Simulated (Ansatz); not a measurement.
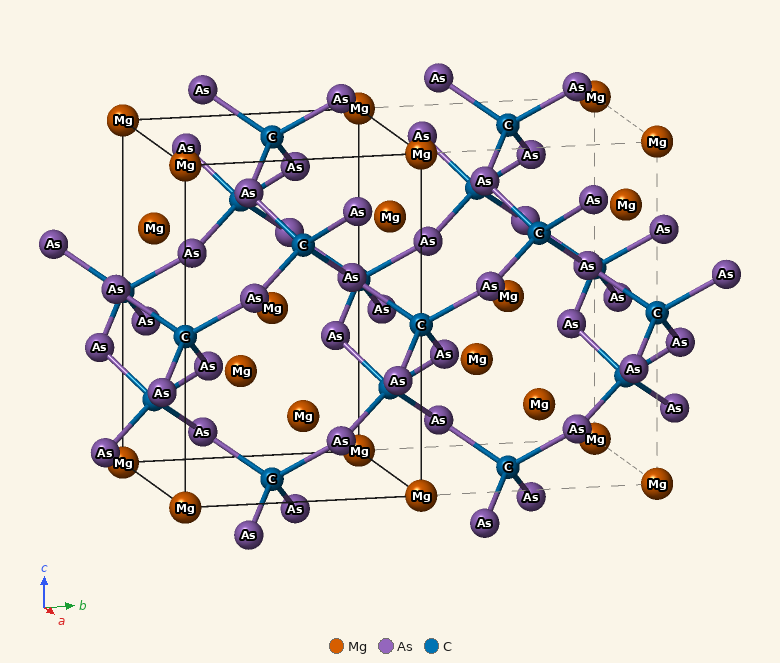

The compound is MgAs2C (space group I-42d, No. 122), taken as the end point of a relaxation with DFT, PBE, plane waves, PAW (Ansatz 0.2.0); the starting structure was generated, so it need not be a known form of this composition.

Bonds are taken as As–C below 2.3 Å; Mg is left out of the net, as the electropositive filling of the structure. The graph is simplified in the usual way: terminal and isolated atoms are pruned, two-connected atoms become edges.

Q: What kind of net remains, and which atoms are its nodes?

A: A uninodal 4-connected, three-periodic net: C is a 4-connected node. As becomes part of the edges.

Q: Does the net have a name?

A: It is the dia net, known from diamond, zinc blende and cristobalite.

Q: Is the net interpenetrated?

A: It is a single net, without interpenetration.

Q: Give the point symbol of each node (shortest cycle at each angle).

A: C: 6^6.

Q: How many nodes does the smallest cycle have?

A: Six.

The simplified net, drawn on the atoms' positions. Nodes are coloured by element. Short stubs are edges that leave the cut-out.

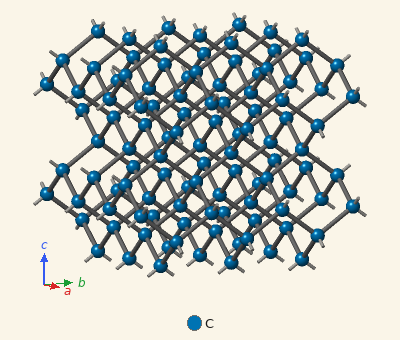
